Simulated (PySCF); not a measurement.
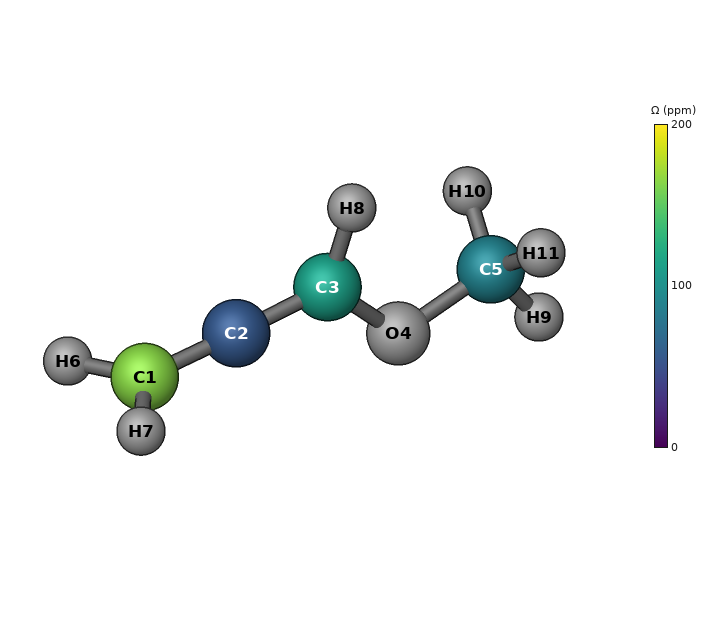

The C atoms are coloured by the span of their shielding tensor. The computed structure is the end point of a GFN2-xTB optimisation. No frequency run is at hand to confirm it as a minimum. Method: GIAO PBE0/pcSseg-1 NMR shielding, non-relativistic, gas phase (PySCF 2.14.0). Principal shieldings σ11 ≤ σ22 ≤ σ33, span Ω = σ33 − σ11, skew κ = 3(σiso − σ22)/Ω.

Which C atom has the most anisotropic shielding?

C1, with a span of 164 ppm.

Give the shielding tensors of the C atoms.

| atom | σ11 | σ22 | σ33 | σiso | Ω | κ |
| --- | --- | --- | --- | --- | --- | --- |
| C1 | 6.1 | 103.8 | 170.5 | 93.5 | 164.4 | −0.19 |
| C2 | −48.9 | −47.1 | 7.0 | −29.7 | 55.9 | 0.93 |
| C3 | −12.1 | 82.2 | 101.5 | 57.2 | 113.6 | −0.66 |
| C5 | 95.5 | 100.7 | 184.2 | 126.8 | 88.8 | 0.88 |

Shieldings and span in ppm.
